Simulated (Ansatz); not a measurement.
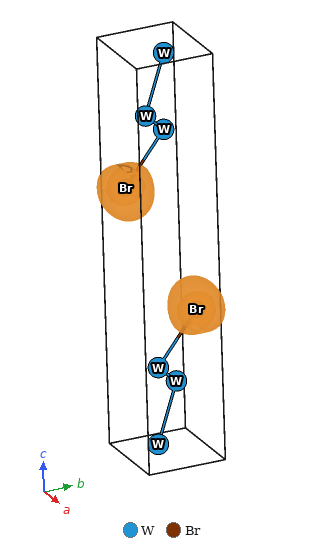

The picture shows: W3Br. Isosurface of the electron localisation function at 0.8 (orange), seen at an oblique angle. Core shells and regions of very low density are left out. Sticks mark near contacts.

Space group P2₁/m; a generated structure, not necessarily the stable one; changed on purpose from its base cell (the structure that the rattled cell fell into).

The calculation used DFT PBE, scalar-relativistic, plane waves, PAW in Ansatz 0.2.0.

**Describe the localisation domains.**

The surface consists of two regions wrapped around Br (the valence shell of each), counted in one cell of 8 atoms. Regions shared between cells count once.

Values along the shortest contacts:
W–Br (2.58 Å): the ELF is about 0.45 at the midpoint. W–W (2.72 Å): the ELF is about 0.45 at the midpoint.
